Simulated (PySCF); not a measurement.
SMILES [CH2][Si](C)(Cl)Cl, doublet at its B3LYP/def2-SVP optimised geometry (Å):

```
10

C     -1.2814    -1.7946    -1.5530
Si    -0.7055    -0.9867     0.0000
C     -1.2910    -1.8050     1.5747
Cl    -1.3803     0.9867     0.0000
Cl     1.3803    -0.9867     0.0000
H     -0.7151    -2.5991    -2.0352
H     -2.2074    -1.4971    -2.0573
H     -2.3919    -1.8092     1.6176
H     -0.9085    -1.2629     2.4537
H     -0.9331    -2.8459     1.6221
```

Level of theory: unrestricted B3LYP/def2-TZVP (PySCF). Cells within 0.4 Å of a nucleus heavier than hydrogen are left out (blank, or x).

Map of the log10 of the electron density (e/bohr³), floored at −4 on the plane z = 1.5 Å:

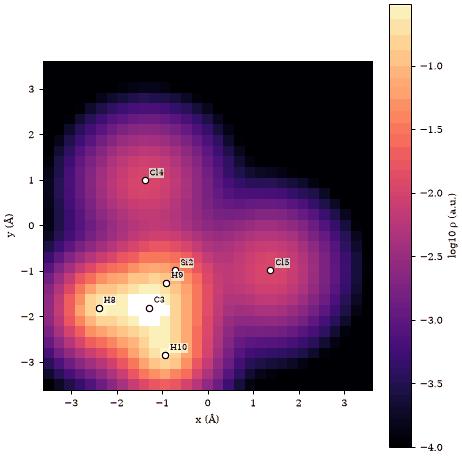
Log10 of the electron density (e/bohr³), floored at −4 on the plane z = 1.5 Å.
